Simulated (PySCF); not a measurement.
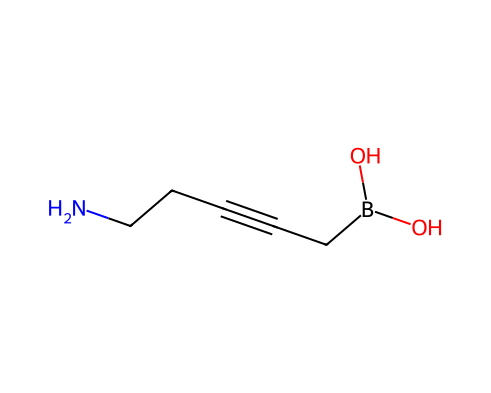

The geometry was computed by an optimisation with GFN2-xTB. No frequency run is at hand to confirm it as a minimum. Level of theory: PBE0/pcSseg-1, gas phase (PySCF 2.14.0).

Question: What is the dipole moment?

Answer: 2.11 D.

Question: Give the HOMO energy (Kohn–Sham orbital) at this level.

Answer: −6.96 eV.

Question: Estimate the HOMO–LUMO gap.

Answer: 7.92 eV.

The geometry is semi-empirical. Around B such bond lengths and angles can be off by a tenth of an ångström or more and by several degrees, and values that hang on the shape move with them.
